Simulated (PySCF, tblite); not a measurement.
# C₂H₃F₂O₄S−: dynamics, then NMR shifts on frames, part 2 of 2

tblite 0.8.0 and PySCF 2.14.0. Atoms count from 0. The steps go on from the part before.

### Step 5. NMR shieldings: 625 fs, PBE0/pcSseg-1

Job settings and geometry (Å):

```
{"job": {"kind": "nmr", "xc": "PBE0", "basis": "pcSseg-1", "pop": false}, "charge": -1, "multiplicity": 1}
O     -1.913600    -0.912100    -0.438000
S     -1.893200    -0.072600     0.762900
O     -3.054800    -0.231300     1.610500
O     -1.613700     1.309500     0.459300
C     -0.410300    -0.680100     1.628800
O      0.564200    -1.255600     0.771900
C      1.011700    -0.388400    -0.234600
F      1.951300     0.551800     0.224400
F      1.831300    -1.096700    -1.139300
H      0.009700     0.146500     2.266000
H     -0.687500    -1.505300     2.324400
H      0.169500     0.127600    -0.763200
```

Level: GIAO PBE0/pcSseg-1 NMR shielding, non-relativistic, gas phase.

What it wrote:

```text
coarse grid: 12176 points
cycle   1  E = -975.4625633119  dE =  2.088e+00  |g| = 1.571e+00  |ddm| = 3.429e+00
cycle   2  E = -974.6725489576  dE =  7.900e-01  |g| = 2.643e+00  |ddm| = 2.929e+00
cycle   3  E = -975.8852465352  dE = -1.213e+00  |g| = 1.827e-01  |ddm| = 2.033e+00
cycle   4  E = -975.8908103901  dE = -5.564e-03  |g| = 1.011e-01  |ddm| = 2.285e-01
cycle   5  E = -975.8927207784  dE = -1.910e-03  |g| = 2.974e-02  |ddm| = 7.977e-02
cycle   6  E = -975.8928701084  dE = -1.493e-04  |g| = 8.316e-03  |ddm| = 2.573e-02
cycle   7  E = -975.8928817574  dE = -1.165e-05  |g| = 2.646e-03  |ddm| = 7.045e-03
cycle   8  E = -975.8928829535  dE = -1.196e-06  |g| = 6.427e-04  |ddm| = 2.164e-03
final grid: 118320 points
cycle   9  E = -976.0037066163  dE = -2.896e-05  |g| = 1.421e-02  |ddm| = 2.292e-02
cycle  10  E = -976.0036659461  dE =  4.067e-05  |g| = 2.089e-02  |ddm| = 2.034e-02
cycle  11  E = -976.0037409216  dE = -7.498e-05  |g| = 1.620e-03  |ddm| = 1.233e-02
cycle  12  E = -976.0037413939  dE = -4.723e-07  |g| = 3.737e-04  |ddm| = 1.547e-03
cycle  13  E = -976.0037414132  dE = -1.932e-08  |g| = 1.685e-04  |ddm| = 3.129e-04
cycle  14  E = -976.0037414177  dE = -4.462e-09  |g| = 4.244e-05  |ddm| = 1.375e-04
cycle  15  E = -976.0037414180  dE = -2.890e-10  |g| = 1.794e-05  |ddm| = 4.077e-05
converged SCF energy = -976.0037414180

GIAO shielding tensors (ppm)
atom      isotropic    diamagn.    paramagn.     s11        s22        s33       span
  0 O      108.916     406.416    -297.501     74.421    106.209    146.117     71.697
  1 S      204.625    1050.385    -845.759     58.327    262.775    292.774    234.446
  2 O      109.899     396.699    -286.800     41.908    116.038    171.751    129.843
  3 O       89.803     406.531    -316.728     62.818     74.877    131.713     68.895
  4 C      101.105     250.498    -149.393     81.345     91.564    130.407     49.062
  5 O      195.205     397.605    -202.400    132.123    200.936    252.555    120.432
  6 C       44.719     244.497    -199.778     23.770     50.494     59.892     36.122
  7 F      261.116     475.672    -214.557    168.545    251.628    363.175    194.630
  8 F      254.394     473.371    -218.977    127.550    273.168    362.465    234.915
  9 H       26.897      30.299      -3.402     23.827     27.247     29.617      5.789
 10 H       27.154      28.566      -1.412     22.881     27.678     30.904      8.023
 11 H       22.846      30.014      -7.168     18.531     22.697     27.310      8.780
```

Wall time 20 s (1 thread of Arm Neoverse V1, shared host); peak memory 0.83 GiB.

In short: δ C6 142.2, C4 85.8, O3 246.3, O0 227.2, H11 8.87, H9 4.82 ppm.

### Step 6. Nuclear shieldings: 800 fs, PBE0/pcSseg-1

Job settings and geometry (Å):

```
{"job": {"kind": "nmr", "xc": "PBE0", "basis": "pcSseg-1", "pop": false}, "charge": -1, "multiplicity": 1}
O     -2.184800    -0.681700    -0.667800
S     -1.851100    -0.035600     0.600700
O     -2.940100    -0.177700     1.584400
O     -1.366500     1.270300     0.536800
C     -0.489000    -0.962300     1.417300
O      0.799500    -1.128300     0.671900
C      0.897400    -0.352400    -0.427700
F      1.887600     0.630000    -0.299800
F      1.312200    -1.023400    -1.503700
H     -0.244600    -0.354500     2.329600
H     -0.749000    -1.984400     1.662600
H     -0.022000     0.160400    -0.696800
```

Method: GIAO PBE0/pcSseg-1 NMR shielding, non-relativistic, gas phase.

What it wrote:

```text
coarse grid: 12176 points
cycle   1  E = -975.4746527581  dE =  2.265e+00  |g| = 1.550e+00  |ddm| = 3.450e+00
cycle   2  E = -974.6981703897  dE =  7.765e-01  |g| = 2.603e+00  |ddm| = 2.880e+00
cycle   3  E = -975.8753418263  dE = -1.177e+00  |g| = 2.319e-01  |ddm| = 2.047e+00
cycle   4  E = -975.8844990080  dE = -9.157e-03  |g| = 1.171e-01  |ddm| = 2.680e-01
cycle   5  E = -975.8867493659  dE = -2.250e-03  |g| = 3.925e-02  |ddm| = 9.500e-02
cycle   6  E = -975.8870233637  dE = -2.740e-04  |g| = 9.563e-03  |ddm| = 3.379e-02
cycle   7  E = -975.8870400143  dE = -1.665e-05  |g| = 2.337e-03  |ddm| = 7.936e-03
cycle   8  E = -975.8870409279  dE = -9.136e-07  |g| = 6.373e-04  |ddm| = 1.997e-03
final grid: 118320 points
cycle   9  E = -975.9965753567  dE = -2.982e-05  |g| = 1.418e-02  |ddm| = 2.785e-02
cycle  10  E = -975.9965314174  dE =  4.394e-05  |g| = 2.112e-02  |ddm| = 2.131e-02
cycle  11  E = -975.9966101651  dE = -7.875e-05  |g| = 1.742e-03  |ddm| = 1.303e-02
cycle  12  E = -975.9966107184  dE = -5.533e-07  |g| = 3.420e-04  |ddm| = 1.559e-03
cycle  13  E = -975.9966107334  dE = -1.502e-08  |g| = 1.757e-04  |ddm| = 3.173e-04
cycle  14  E = -975.9966107384  dE = -4.973e-09  |g| = 4.680e-05  |ddm| = 1.494e-04
cycle  15  E = -975.9966107388  dE = -3.570e-10  |g| = 1.575e-05  |ddm| = 3.999e-05
converged SCF energy = -975.9966107388

GIAO shielding tensors (ppm)
atom      isotropic    diamagn.    paramagn.     s11        s22        s33       span
  0 O      102.108     404.373    -302.265     59.119     83.645    163.560    104.441
  1 S      205.473    1049.336    -843.862     65.922    270.597    279.901    213.979
  2 O       92.639     397.556    -304.918     34.763     84.725    158.429    123.666
  3 O      117.803     406.737    -288.934     85.968    116.753    150.687     64.719
  4 C       94.062     250.627    -156.565     72.990     85.450    123.746     50.756
  5 O      218.137     399.866    -181.728    160.937    201.459    292.016    131.079
  6 C       59.780     245.944    -186.163     36.993     66.659     75.689     38.696
  7 F      265.668     476.269    -210.601    151.950    274.758    370.296    218.346
  8 F      283.038     473.511    -190.473    184.342    323.663    341.110    156.768
  9 H       26.643      29.928      -3.285     22.763     27.368     29.796      7.032
 10 H       27.338      29.883      -2.546     23.198     27.989     30.827      7.629
 11 H       23.460      32.358      -8.898     19.040     20.562     30.777     11.737
```

Wall time 21 s (1 thread of Arm Neoverse V1, shared host); peak memory 0.81 GiB.

Key values: δ C6 127.1, C4 92.9, O2 243.4, O0 234.0, H11 8.26, H9 5.07 ppm.

### Step 7. NMR shieldings: 1000 fs, PBE0/pcSseg-1

Job settings and geometry (Å):

```
{"job": {"kind": "nmr", "xc": "PBE0", "basis": "pcSseg-1", "pop": false}, "charge": -1, "multiplicity": 1}
O     -2.235500    -0.898300    -0.382700
S     -1.818500    -0.159500     0.799600
O     -2.736800    -0.285200     1.966000
O     -1.428200     1.219200     0.553000
C     -0.351100    -1.183100     1.394100
O      0.850200    -1.322000     0.607500
C      0.987000    -0.510900    -0.501300
F      2.128800     0.260700    -0.451300
F      1.292100    -1.232700    -1.572700
H     -0.056800    -0.704900     2.311700
H     -0.743900    -2.156700     1.732800
H      0.146700     0.223400    -0.666400
```

Level: GIAO PBE0/pcSseg-1 NMR shielding, non-relativistic, gas phase.

What it wrote:

```text
coarse grid: 12176 points
cycle   1  E = -975.4776657121  dE =  2.105e+00  |g| = 1.550e+00  |ddm| = 3.428e+00
cycle   2  E = -974.6790341469  dE =  7.986e-01  |g| = 2.628e+00  |ddm| = 2.894e+00
cycle   3  E = -975.8827792523  dE = -1.204e+00  |g| = 2.178e-01  |ddm| = 2.046e+00
cycle   4  E = -975.8907409186  dE = -7.962e-03  |g| = 1.145e-01  |ddm| = 2.586e-01
cycle   5  E = -975.8929826569  dE = -2.242e-03  |g| = 3.828e-02  |ddm| = 9.401e-02
cycle   6  E = -975.8932348946  dE = -2.522e-04  |g| = 1.118e-02  |ddm| = 3.391e-02
cycle   7  E = -975.8932569570  dE = -2.206e-05  |g| = 2.663e-03  |ddm| = 9.058e-03
cycle   8  E = -975.8932581454  dE = -1.188e-06  |g| = 6.701e-04  |ddm| = 2.207e-03
final grid: 118320 points
cycle   9  E = -976.0037716643  dE = -2.900e-05  |g| = 1.416e-02  |ddm| = 2.168e-02
cycle  10  E = -976.0037281521  dE =  4.351e-05  |g| = 2.102e-02  |ddm| = 2.133e-02
cycle  11  E = -976.0038063320  dE = -7.818e-05  |g| = 1.734e-03  |ddm| = 1.315e-02
cycle  12  E = -976.0038068789  dE = -5.469e-07  |g| = 3.431e-04  |ddm| = 1.528e-03
cycle  13  E = -976.0038068952  dE = -1.630e-08  |g| = 1.585e-04  |ddm| = 3.019e-04
cycle  14  E = -976.0038068992  dE = -4.001e-09  |g| = 5.023e-05  |ddm| = 1.458e-04
cycle  15  E = -976.0038068996  dE = -4.354e-10  |g| = 1.533e-05  |ddm| = 4.276e-05
converged SCF energy = -976.0038068996

GIAO shielding tensors (ppm)
atom      isotropic    diamagn.    paramagn.     s11        s22        s33       span
  0 O       98.307     403.986    -305.679     51.835     84.803    158.284    106.449
  1 S      177.797    1048.911    -871.114     36.690    241.067    255.635    218.945
  2 O       77.817     398.333    -320.517     13.152     65.097    155.201    142.048
  3 O       84.173     405.653    -321.480     45.907     71.824    134.788     88.881
  4 C       98.682     248.973    -150.291     78.646     82.009    135.391     56.744
  5 O      216.689     398.032    -181.343    140.901    194.122    315.044    174.144
  6 C       59.976     244.491    -184.515     35.600     67.543     76.786     41.186
  7 F      261.700     475.429    -213.728    147.591    280.473    357.037    209.446
  8 F      272.777     472.685    -199.908    179.818    302.692    335.820    156.002
  9 H       27.844      31.712      -3.869     23.837     28.260     31.434      7.597
 10 H       27.219      29.042      -1.824     23.769     27.723     30.163      6.394
 11 H       22.904      30.150      -7.246     17.649     21.536     29.527     11.878
```

Run time: 21 s. Hardware: 1 thread of Arm Neoverse V1, shared host; peak memory 0.83 GiB.

In short: δ C6 126.9, C4 88.2, O2 258.3, O3 251.9, H11 8.81, H10 4.50 ppm.

### Step 8. Comparing the runs: NMR shifts

Shifts (ppm) of some atoms, chosen among heavy atoms and hydrogens apart, with basis size and wall time:

```tsv
frame	H11	H9	O3	O2	O5	F8	F7	functions	time
250 fs	8.04	4.49	234.4	219.3	110.9	-120.4	-125.4	175	21 s
425 fs	7.72	4.33	228.0	235.0	102.2	-101.8	-94.7	175	20 s
625 fs	8.87	4.82	246.3	226.2	140.9	-83.4	-90.2	175	20 s
800 fs	8.26	5.07	218.3	243.4	117.9	-112.1	-94.7	175	21 s
1000 fs	8.81	3.87	251.9	258.3	119.4	-101.8	-90.8	175	21 s
```

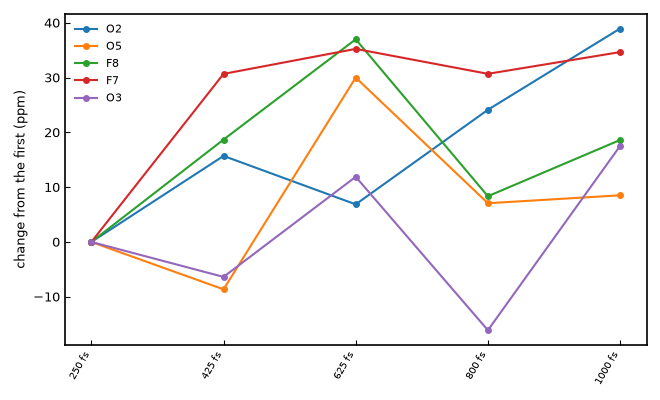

How five of the tabulated atoms move from run to run.

### Step 9. What came out

The summary covers parts 1 to 2.

```
                                        quantity                           value
                                      thermostat                           300 K
                   mean temperature, second half                           260 K
         mean potential energy above the minimum                         0.37 eV
  13C shifts against TMS (PBE0/pcSseg-1, 250 fs)                 119.9, 86.7 ppm
   1H shifts against TMS (PBE0/pcSseg-1, 250 fs)            8.04, 4.49, 4.03 ppm
  17O shifts against H2O (PBE0/pcSseg-1, 250 fs)  234.4, 232.5, 219.3, 110.9 ppm
  33S shifts against CS2 (PBE0/pcSseg-1, 250 fs)                         293 ppm
19F shifts against CFCl3 (PBE0/pcSseg-1, 250 fs)              -120.4, -125.4 ppm
                        range of the shift of O2              219.3 to 258.3 ppm
```

In the second half the potential energy averages 0.37 eV above the minimum; equipartition over 30 harmonic modes at 300 K would give 0.39 eV. With 12 atoms the temperature swings widely (164 to 386 K). Shifts at one fixed geometry are not the observed spectrum, which averages over the motion. In the first frame run (250 fs): Shielding is most anisotropic at S1 (span 224 ppm, paramagnetic term -840 ppm). Across the 5 runs the shift of O2 moves most, between 219.3 (250 fs) and 258.3 ppm (1000 fs).
